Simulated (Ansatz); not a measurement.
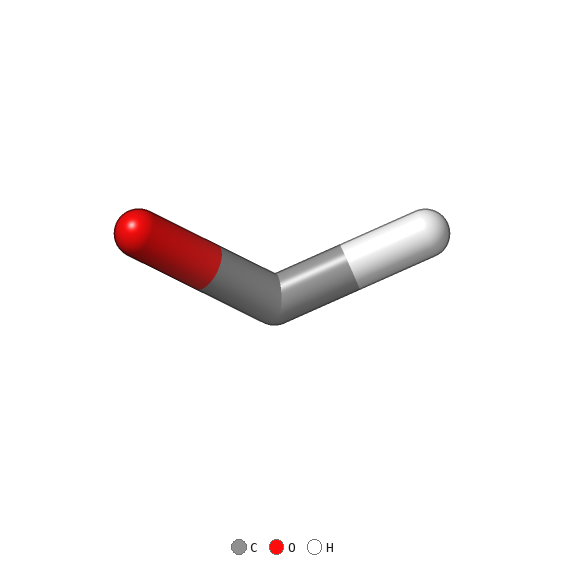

The picture shows a molecular structure as a stick model.

The species is neutral and a spin doublet. The geometry was computed by an optimisation with PBE0-D4/def2-TZVP.

> What is the molecular formula?

CHO, 3 atoms: 1 carbon, 1 hydrogen and 1 oxygen.

> Give the symmetry (Schoenflies symbol).

Cs.

> Count the bonded pairs by element.

1 C–O, 1 C–H. Sticks follow a distance rule.

The parts below concern this one geometry. Atoms keep their numbers from picture to picture.

## Shape

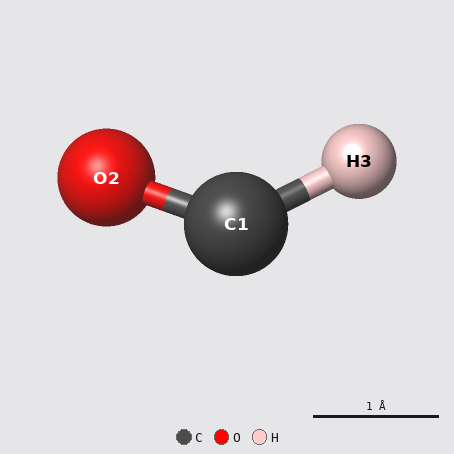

> How are the neighbours of atom 1 arranged?

C1 has 2 neighbours (O2 at 1.17, H3 at 1.12 Å); the arrangement is bent.

## Electronic properties

Properties computed with UKS PBE0-D4/def2-TZVPP (Ansatz 0.2.0).

> Estimate the ⟨S²⟩ of the determinant.

0.754.

> What is the HOMO energy (Kohn–Sham orbital)?

−6.39 eV.

## Vibrations

Harmonic vibrations computed with UKS PBE0-D4/def2-TZVP (Ansatz 0.2.0) at a stationary point of the same level.

> List the wavenumbers.

3 modes: 1110, 1970, 2680 cm⁻¹.

## Dipole moment

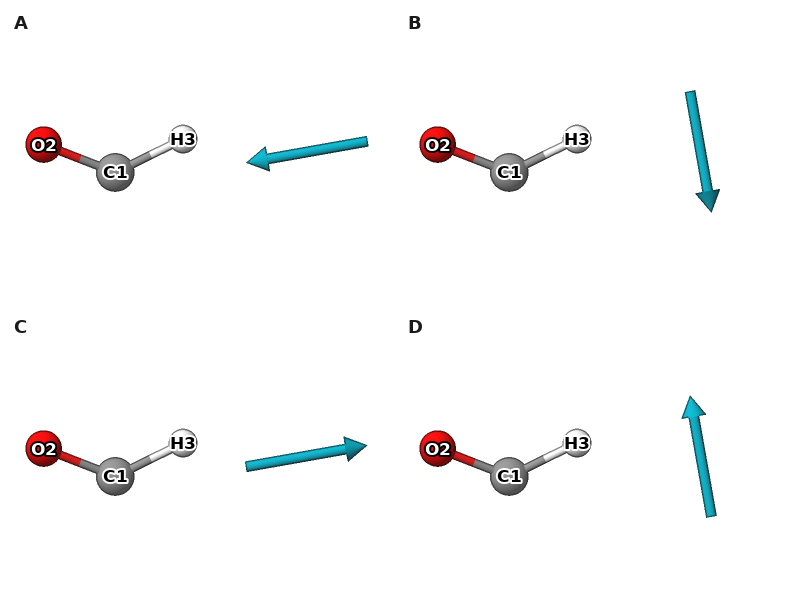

The same molecule four times, each with an arrow. Level of theory: UKS PBE0-D4/def2-TZVP (Ansatz 0.2.0).

> Which arrow points along the dipole moment, from the negative to the positive end?

C. The dipole moment is 1.62 D; it points from the side of O2 to the side of H3 (the outermost atoms at the two ends).
